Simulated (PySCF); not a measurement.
# WNH: triplet, from a bent start

Where does triplet WNH go from a bent start, is the end point a minimum, and what are its modes, charges and moments?

The runs use PySCF 2.14.0; PBE0, basis W def2-TZVP with ECP60, N def2-TZVP, H def2-TZVP, scalar-relativistic core potentials, no spin–orbit coupling, density fitting.

### 1 Starting geometry

3 atoms, charge 0, spin multiplicity 3.

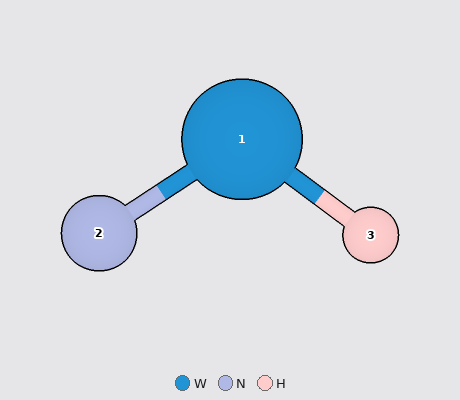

The starting geometry (tungsten blue, nitrogen light blue, hydrogen pink); atoms are numbered from 1 in the order of the file.

```xyz
3
charge 0 multiplicity 3
W     0.0000    0.0000    0.0000
N    -1.4745    0.0000    1.0324
H     1.3844    0.0000    0.9693
```

### 2 The SCF at the typed geometry

The steps below are one call of a driver around PySCF. For each, scf.py gives the equivalent set-up of the SCF; relaxations use the driver's own optimiser. After this first run the driver tries any further starts and a stability analysis.

File scf.py:

```python
from pyscf import gto, scf, dft
mol = gto.M(atom='''
W      0.000000     0.000000     0.000000
N     -1.474500     0.000000     1.032400
H      1.384400     0.000000     0.969300''',
    basis={'W': 'def2-TZVP', 'N': 'def2-TZVP', 'H': 'def2-TZVP'},
    ecp={'W': 'def2-TZVP'},
    charge=0, spin=2)
mf = dft.UKS(mol, xc='PBE0')
mf.grids.atom_grid = (50, 194)
aux = {'W': 'def2-universal-JKFIT', 'N': 'def2-universal-JKFIT', 'H': 'def2-universal-JKFIT'}
mf = mf.density_fit(auxbasis=aux)
mf.conv_tol = 1e-08
mf.diis_space = 10
mf.max_cycle = 60
mf.init_guess = 'minao'
mf.verbose = 4
mf.kernel()
```

Launch:

```bash
> OMP_NUM_THREADS=2 python axn.py task.json out
```

Standard output:

```text
init E= -103.201288413434
[... the frontier-level lines of each cycle are left out ...]
cycle= 1 E= -121.981702159107  delta_E= -18.8  |g|= 0.781  |ddm|= 5.28
cycle= 2 E= -117.600151160625  delta_E= 4.38  |g|= 2.54  |ddm|= 2.18
cycle= 3 E= -122.241351544916  delta_E= -4.64  |g|= 0.228  |ddm|= 1.92
cycle= 4 E= -122.264555567761  delta_E= -0.0232  |g|= 0.117  |ddm|= 0.253
cycle= 5 E= -122.271796350953  delta_E= -0.00724  |g|= 0.0243  |ddm|= 0.117
cycle= 6 E= -122.272541489598  delta_E= -0.000745  |g|= 0.0133  |ddm|= 0.0336
cycle= 7 E= -122.27306372998  delta_E= -0.000522  |g|= 0.00891  |ddm|= 0.029
cycle= 8 E= -122.273771212822  delta_E= -0.000707  |g|= 0.00818  |ddm|= 0.0529
cycle= 9 E= -122.274211363152  delta_E= -0.00044  |g|= 0.00751  |ddm|= 0.0612
cycle= 10 E= -122.274278979387  delta_E= -6.76e-05  |g|= 0.00271  |ddm|= 0.0147
cycle= 11 E= -122.274299872201  delta_E= -2.09e-05  |g|= 0.000937  |ddm|= 0.0123
cycle= 12 E= -122.274302559956  delta_E= -2.69e-06  |g|= 0.000315  |ddm|= 0.00431
cycle= 13 E= -122.274303070829  delta_E= -5.11e-07  |g|= 0.000157  |ddm|= 0.00148
cycle= 14 E= -122.274303180232  delta_E= -1.09e-07  |g|= 6.79e-05  |ddm|= 0.000925
cycle= 15 E= -122.274303192815  delta_E= -1.26e-08  |g|= 2.17e-05  |ddm|= 0.000291
cycle= 16 E= -122.274303193772  delta_E= -9.57e-10  |g|= 1.67e-05  |ddm|= 7.83e-05
Extra cycle  E= -122.274303192508  delta_E= 1.26e-09  |g|= 5.84e-05  |ddm|= 4.76e-05
converged SCF energy = -122.274303192508  <S^2> = 2.2316183  2S+1 = 3.1506306
```

This step, with its further starts and checks, ran for 7.1 s (2 threads of Arm Neoverse V1, shared host).

The starts that the driver tried:

| start | energy (Eh) |
| --- | --- |
| the minimal-basis guess | -122.274303 |
| a thermally smeared density | -122.274303 |
| a smeared PBE density | -122.274303 |

No lower solution of this spin turned up from the other starts or in the test of internal stability.

### 3 Relaxing the triplet from the bent start

The program finds Cs symmetry in the start, which this walk keeps.

scf.py: that of step 2 with these lines changed.

```diff
@@ -3,3 +3,3 @@
-W      0.000000     0.000000     0.000000
-N     -1.474500     0.000000     1.032400
-H      1.384400     0.000000     0.969300''',
+W      0.096764     0.000000    -0.077571
+N     -1.377736     0.000000     0.954829
+H      1.481164     0.000000     0.891729''',
@@ -16 +15,0 @@
-mf.init_guess = 'minao'
```

Energy and gradient, step by step:

| step | energy (Eh) | change (kJ/mol) | largest symmetric gradient (Eh/bohr) |
| --- | --- | --- | --- |
| 0 | -122.274303 | 0.00 | 0.09723 |
| 1 | -122.294926 | -54.15 | 0.01362 |
| 2 | -122.296570 | -58.46 | 0.00370 |
| 3 | -122.296789 | -59.04 | 0.00246 |
| 4 | -122.296812 | -59.10 | 0.00119 |
| 5 | -122.296820 | -59.12 | 0.00025 |
| 6 | -122.296820 | -59.12 | 0.00010 |

The walk took 9.6 s.

Geometry (Å) and forces (eV/Å) at some steps:

```
step 0
W    0.097   0.000  -0.078  -5.000   0.000   2.282
N   -1.378   0.000   0.955   4.969   0.000  -2.910
H    1.481   0.000   0.892   0.031   0.000   0.628
step 1
W    0.039   0.000  -0.086  -0.093   0.000  -0.700
N   -1.260   0.000   0.937   0.230   0.000   0.325
H    1.421   0.000   0.918  -0.137   0.000   0.375
step 3
W    0.034   0.000  -0.152   0.126   0.000   0.081
N   -1.180   0.000   0.969  -0.007   0.000   0.015
H    1.346   0.000   0.953  -0.119   0.000  -0.096
step 6
W    0.038   0.000  -0.152  -0.006   0.000   0.005
N   -1.176   0.000   0.970   0.005   0.000  -0.003
H    1.337   0.000   0.951   0.001   0.000  -0.002
```

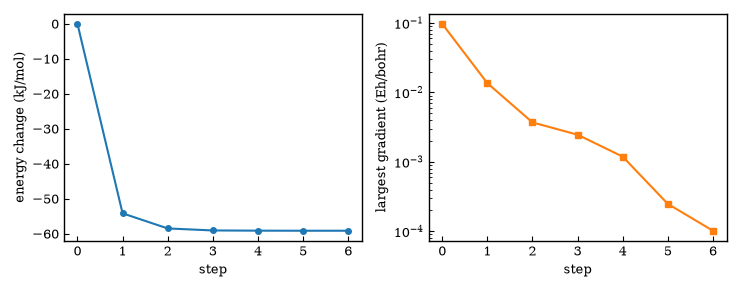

Energy and largest gradient along the walk.

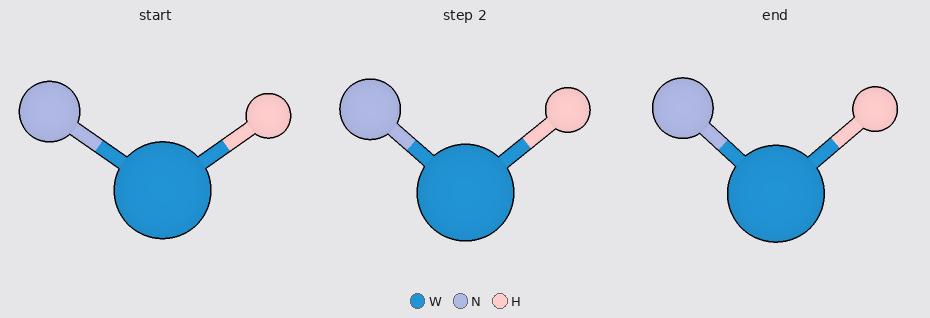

The geometry along the walk, at one scale.

It settles in Cs symmetry, 59.1 kJ/mol below the start, after 6 steps: W–H 1.704 Å, W–N 1.653 Å; H–W–N 96.9°.

### 4 Hessian and properties

The point is checked on the finer grid, and tightened if its gradient asks for it. The Hessian and the dipole derivatives come from central differences of analytic gradients, with steps of 0.02 bohr.

scf.py: that of step 3 with these lines changed.

```diff
@@ -3,3 +3,3 @@
-W      0.096764     0.000000    -0.077571
-N     -1.377736     0.000000     0.954829
-H      1.481164     0.000000     0.891729''',
+W      0.078822     0.000000    -0.084277
+N     -1.135258     0.000000     1.037157
+H      1.378103     0.000000     1.017717''',
@@ -10 +10 @@
-mf.grids.atom_grid = (50, 194)
+mf.grids.atom_grid = (75, 302)
@@ -13 +13 @@
-mf.conv_tol = 1e-08
+mf.conv_tol = 1e-10
```

This SCF starts from the last density.

Log of the central SCF (cycles and frontier levels):

```text
init E= -122.296790578474
[... the frontier-level lines of each cycle are left out ...]
cycle= 1 E= -122.29679057844  delta_E= 3.38e-11  |g|= 9.41e-06  |ddm|= 6.07e-06
Extra cycle  E= -122.296790577933  delta_E= 5.07e-10  |g|= 3.59e-05  |ddm|= 2.24e-05
converged SCF energy = -122.296790577933  <S^2> = 2.0491946  2S+1 = 3.0326191
```

The whole step took 35 s.

Geometry: Cs; W–H 1.704 Å, W–N 1.653 Å; H–W–N 97.0°.

Modes, for the most abundant isotopes:

| symmetry | ω (cm⁻¹) | IR (km/mol) |
| --- | --- | --- |
| a' | 668 | 29.4 |
| a' | 1143 | 62.7 |
| a' | 1990 | 91.4 |

All wavenumbers are real: a minimum.

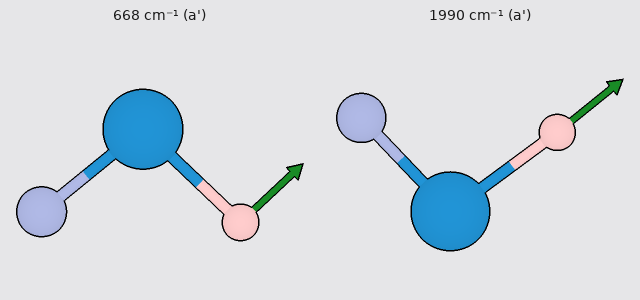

How the atoms move in 2 of the modes.

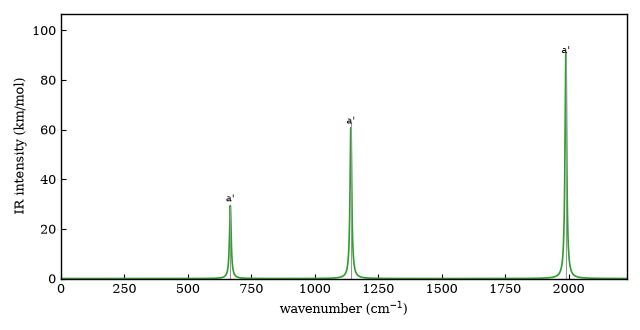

The harmonic infrared spectrum (widths in cm⁻¹). Lines are broadened to a width of 8 cm⁻¹ (Lorentzian).

Constants and moments:

```
Dipole moment                                                   : 4.51 D
Highest occupied level                                          : -6.50 eV
Lowest empty level                                              : -2.61 eV
Rotational constants                                            : 5.898, 0.4727, 0.4377 cm⁻¹
Zero-point energy                                               : 22.7 kJ/mol
Principal polarisabilities                                      : 50.2, 56.3, 58.2 bohr³
Atomisation energy without zero-point energy                    : 898 kJ/mol
Principal traceless quadrupole moments about the centre of mass : -4.10, 1.73, 2.37 D Å
Entropy at 298.15 K and 1 bar (electronic part: spin only)      : 268.6 J/(mol K)
Heat capacity Cp at 298.15 K                                    : 38.1 J/(mol K)
Enthalpy at 298.15 K above 0 K                                  : 10.30 kJ/mol
Rotational symmetry number                                      : 1
Spin squared ⟨S²⟩                                               : 2.049
```

Charges (e) and bond orders:

```json
{"atom": "W1", "Mulliken": "0.46", "Löwdin": "0.36", "polar tensor": "0.82", "spin (Mulliken)": "2.44", "Mayer order to W1": "–"}
{"atom": "N2", "Mulliken": "-0.36", "Löwdin": "-0.28", "polar tensor": "-0.59", "spin (Mulliken)": "-0.36", "Mayer order to W1": "3.00"}
{"atom": "H3", "Mulliken": "-0.09", "Löwdin": "-0.08", "polar tensor": "-0.22", "spin (Mulliken)": "-0.08", "Mayer order to W1": "1.00"}
```

Outer orbital energies (eV). α occupied: -45.07, -19.21, -9.58, -8.70, -8.69, -8.31, -6.50, -6.50; empty: -2.61, -1.90, -0.84, 0.79. β occupied: -44.71, -43.46, -43.11, -19.65, -9.25, -8.66, -8.61, -8.33; empty: -2.49, -1.64, -1.63, -0.71.

Mulliken populations on W1 (outside its core potential): s 2.88, p 6.19, d 4.43, f 0.04.

### 5 Outcome

| quantity | value |
| --- | --- |
| minimum | triplet, Cs |
| geometry | W–H 1.704 Å, W–N 1.653 Å; H–W–N 97.0° |
| wavenumbers (cm⁻¹) | 668 (a'), 1143 (a'), 1990 (a') |
| dipole moment | 4.51 D |
| highest occupied, lowest empty level (either spin) | -6.50, -2.61 eV |
| polar-tensor charge of W1 | +0.82 e |
| zero-point energy | 22.7 kJ/mol |
| entropy at 298.15 K | 268.6 J/(mol K) |
| atomisation energy (no zero-point energy) | 898 kJ/mol |
| ⟨S²⟩ | 2.049 |

In words: The molecule stays Cs, as typed, and the end point is a minimum. The strongest infrared band lies at 1990 cm⁻¹ (a', stretch). Most of the spin sits on W1 (Mulliken spin 2.44, against 2 for the whole molecule). Only this shape and spin were tried, so other structures or states may lie lower. One determinant may miss the lowest occupation of an open d or f shell. With an element this heavy the missing spin–orbit coupling can shift these numbers.

The search up to here took 52 s.
